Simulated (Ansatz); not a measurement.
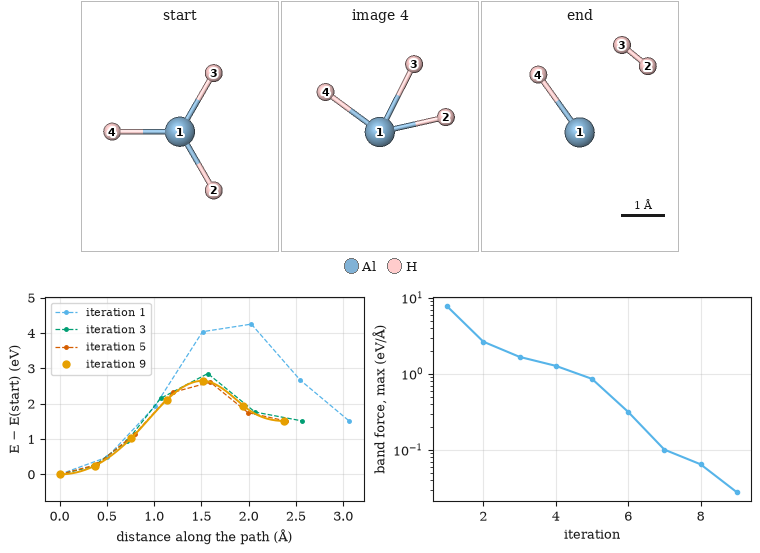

A nudged-elastic-band calculation for AlH3. Images are numbered from 0 (start) to 6 (end). The plot follows the band through its iterations. A ball-and-stick model, seen face on.

Method: RKS r2SCAN/def2-SVP (Ansatz 0.2.0).

Input file:
```yaml
crystal:
  periodic: [false, false, false]
  atoms:
    - { symbol: Al, position_ang: [0.39225, 0.0, 0.226496] }
    - { symbol: H, position_ang: [0.392319, -3.2e-05, 1.815428] }
    - { symbol: H, position_ang: [1.768453, -4.2e-05, -0.567713] }
    - { symbol: H, position_ang: [-0.983823, 7.4e-05, -0.568111] }
basis:
  gaussian: { orbitals: def2-SVP }
hamiltonian:
  xc: r2scan
neb:
  order_check: false
  images: 5
  f_tol: 0.05
  max_iterations: 60
  final_atoms:
    - { symbol: Al, position_ang: [-0.81693758, -0.00088158, 0.71419359] }
    - { symbol: H, position_ang: [1.4033443, 0.00025066, 0.93592448] }
    - { symbol: H, position_ang: [1.39042459, 0.00026694, 0.15461758] }
    - { symbol: H, position_ang: [-0.40763232, 0.00036397, -0.89863565] }
  initial_path:
    images:
      - { positions_ang: [[0.39225, 0.0, 0.226496], [0.392319, -3.2e-05, 1.815428], [1.768453, -4.2e-05, -0.567713], [-0.983823, 7.4e-05, -0.568111]] }
      - { positions_ang: [[0.26150447, 7.03e-06, 0.15098945], [0.66405807, -3.986e-05, 1.63710172], [1.74983165, -4.775e-05, -0.24321547], [-1.10619519, 8.058e-05, -0.6387757]] }
      - { positions_ang: [[0.13075894, 1.406e-05, 0.0754829], [0.93579714, -4.772e-05, 1.45877543], [1.7312103, -5.35e-05, 0.08128206], [-1.22856738, 8.716e-05, -0.70944039]] }
      - { positions_ang: [[1.341e-05, 2.11e-05, -2.365e-05], [1.20753622, -5.558e-05, 1.28044915], [1.71258895, -5.925e-05, 0.40577959], [-1.35093957, 9.374e-05, -0.78010509]] }
      - { positions_ang: [[-0.27230359, -0.0002798, 0.23804876], [1.27280558, 4.65e-05, 1.16560759], [1.60520083, 4.948e-05, 0.32205892], [-1.03650382, 0.00018382, -0.81961528]] }
      - { positions_ang: [[-0.54462058, -0.00058069, 0.47612118], [1.33807494, 0.00014858, 1.05076603], [1.49781271, 0.00015821, 0.23833825], [-0.72206807, 0.0002739, -0.85912546]] }
      - { positions_ang: [[-0.81693758, -0.00088158, 0.71419359], [1.4033443, 0.00025066, 0.93592448], [1.39042459, 0.00026694, 0.15461758], [-0.40763232, 0.00036397, -0.89863565]] }
```

Command:
```bash
ansatz run input.yaml --threads 1 --pin off --max-ram 2048MiB --backend cpu --events-out ev --progress --plain --runs-dir out
```

> Judge this run.

The result is final at these settings. The band converged in 9 iterations. The largest component of the band force went from 7.7 to 0.028 eV/Å. The climbing image converged on the top of the path. Its vibrational analysis gives one imaginary mode (1130i cm⁻¹), as a transition state must have. The first iteration put the highest image at 4.26 eV. Forward barrier 2.65 eV, backward barrier 1.14 eV, with image 4 at the top; the reaction energy is +1.51 eV.

The run took 39 s on 1 thread of Arm Neoverse V1 (shared host), peak memory 0.088 GiB.
